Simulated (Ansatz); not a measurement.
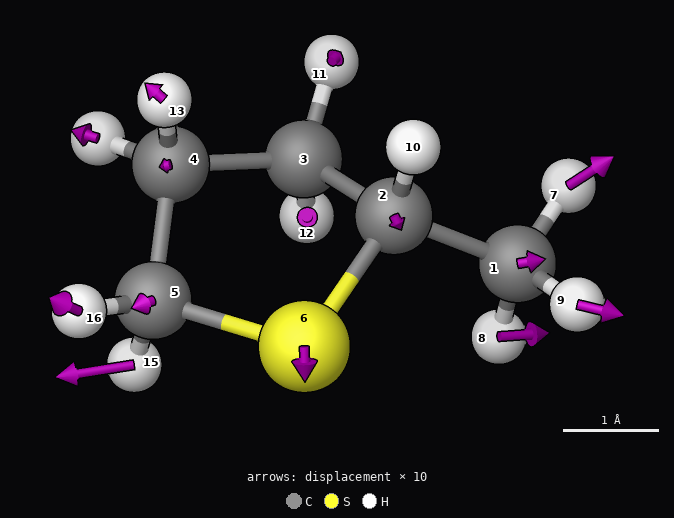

A relaxation of C$_{5}$H$_{10}$S (coarse preliminary run). The starting structure is drawn; purple arrows show the displacements, magnified 10 times. The two geometries are superimposed by the best rigid fit.

A ball-and-stick model, seen at a tilt.

The start comes from a force field.

Computed with RKS PBE-D4/def2-SVP in Ansatz.

The input:
```yaml
crystal:
  periodic: [false, false, false]
  atoms:
    - {symbol: C, position_ang: [1.507070, 0.123130, 1.587490]}
    - {symbol: C, position_ang: [0.729520, 0.501000, 0.340830]}
    - {symbol: C, position_ang: [0.358740, -0.690100, -0.534260]}
    - {symbol: C, position_ang: [-0.830420, -0.263700, -1.384900]}
    - {symbol: C, position_ang: [-1.843480, 0.316030, -0.413360]}
    - {symbol: S, position_ang: [-0.875480, 1.302620, 0.783140]}
    - {symbol: H, position_ang: [2.444030, -0.357270, 1.310330]}
    - {symbol: H, position_ang: [0.927440, -0.563380, 2.200590]}
    - {symbol: H, position_ang: [1.729060, 1.007620, 2.178980]}
    - {symbol: H, position_ang: [1.286650, 1.242880, -0.238530]}
    - {symbol: H, position_ang: [1.207870, -0.995940, -1.146650]}
    - {symbol: H, position_ang: [0.070120, -1.530600, 0.101570]}
    - {symbol: H, position_ang: [-0.518200, 0.503610, -2.096240]}
    - {symbol: H, position_ang: [-1.255930, -1.100440, -1.939900]}
    - {symbol: H, position_ang: [-2.366050, -0.466540, 0.138370]}
    - {symbol: H, position_ang: [-2.570940, 0.971090, -0.887460]}
basis:
  gaussian: {orbitals: def2-SVP}
hamiltonian: {xc: pbe, dispersion: d4}
relax: {f_tol: 0.03, max_steps: 200}
```

Command:
```bash
ansatz run in.yaml --threads 2 --pin off --events-out ev --progress --plain --max-ram 22528MiB --backend cpu
```

Which element moves most?

Answer. Hydrogen: up to 0.087 Å, against 0.041 Å for sulfur.

What happened in the run?

Answer. The largest move after the best rigid fit is that of H15, 0.087 Å. Largest moves by element: H 0.087 Å, S 0.041 Å, C 0.031 Å. Some distances before and after: C1–H7 1.089 → 1.111 Å, C5–S6 1.828 → 1.847 Å, C2–S6 1.848 → 1.866 Å, C2–C3 1.524 → 1.535 Å. After 4 geometry steps the energy has fallen by 8.90 kJ/mol. Largest force component: 0.67 eV/Å at the start, 0.0069 eV/Å at the end. The run took of the order of 25 core-seconds on a shared host.
